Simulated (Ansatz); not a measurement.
The figure comes from a scan of ZnAu (CsCl type): a phonon pattern at X = (0.5, 0.0, 0.0) is frozen into a 4-atom cell, Q being the largest atomic displacement. All values below come from LDA (plane waves to 420 eV, PAW, scalar-relativistic; Ansatz, a program for electronic structure). k mesh 8×15×15 (Γ-centred), Fermi-Dirac smearing 0.05 eV. With partly filled bands, energies and forces of such displacements shift with the k mesh and the smearing. Spin-orbit coupling is left out, though Au is heavy. ZnAu was relaxed with its symmetry unable to fall. 

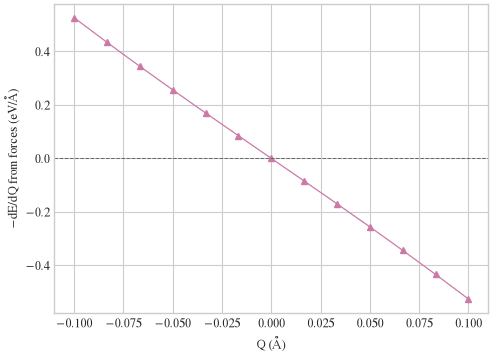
Figure. −dE/dQ from forces (eV/Å) against Q (Å); markers are the computed points, lines only join them.

Q: List the plotted points as numbers.

A: To the nearest 0.02:

```json
[
 {"Q (Å)": "-0.100", "−dE/dQ from forces (eV/Å)": "0.52"},
 {"Q (Å)": "-0.083", "−dE/dQ from forces (eV/Å)": "0.44"},
 {"Q (Å)": "-0.067", "−dE/dQ from forces (eV/Å)": "0.34"},
 {"Q (Å)": "-0.050", "−dE/dQ from forces (eV/Å)": "0.26"},
 {"Q (Å)": "-0.033", "−dE/dQ from forces (eV/Å)": "0.16"},
 {"Q (Å)": "-0.017", "−dE/dQ from forces (eV/Å)": "0.08"},
 {"Q (Å)": "0.000", "−dE/dQ from forces (eV/Å)": "0.00"},
 {"Q (Å)": "0.017", "−dE/dQ from forces (eV/Å)": "-0.08"},
 {"Q (Å)": "0.033", "−dE/dQ from forces (eV/Å)": "-0.16"},
 {"Q (Å)": "0.050", "−dE/dQ from forces (eV/Å)": "-0.26"},
 {"Q (Å)": "0.067", "−dE/dQ from forces (eV/Å)": "-0.34"},
 {"Q (Å)": "0.083", "−dE/dQ from forces (eV/Å)": "-0.44"},
 {"Q (Å)": "0.100", "−dE/dQ from forces (eV/Å)": "-0.52"}
]
```

(A displaced cell: forces are minus the slopes of the energy, force constants its curvatures, and phonons follow from these.)
